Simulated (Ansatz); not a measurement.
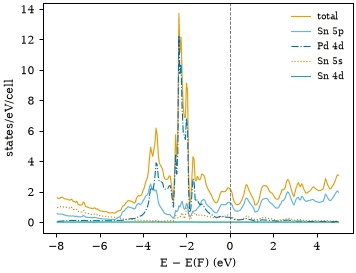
Figure: Total and projected density of states of Sn3Pd (Cu3Au type, Pm-3m), DFT-r²SCAN in the program Ansatz with PAW potentials

Question: Which orbitals carry the states next to the Fermi level?

Answer: Within 0.5 eV of the Fermi level: Sn 5p 59 %, Sn 5s 18 %, Pd 4d 16 %, outside the projected shells 8 %. Projections are on Löwdin-orthogonalised atomic valence shells; empty p or d shells of many metals are not among them.

Question: Where is the tallest occupied peak in this window, and what makes it?

Answer: Near -2.3 eV, about 14 states/eV per cell; the largest projected share is Pd 4d.

The workflow started from an entry of the Crystallography Open Database (COD), which files this formula under 2 space groups. Whether it is the stable phase at ambient conditions was not checked. The cell was relaxed with r²SCAN under the symmetry of its start; its stability against distortions is not shown here. The run is not spin-polarised. The volume moved by 46 % from the start of the relaxation. Spin–orbit coupling is left out wherever it is not named.

Potentials: the later of the program's two PAW sets.
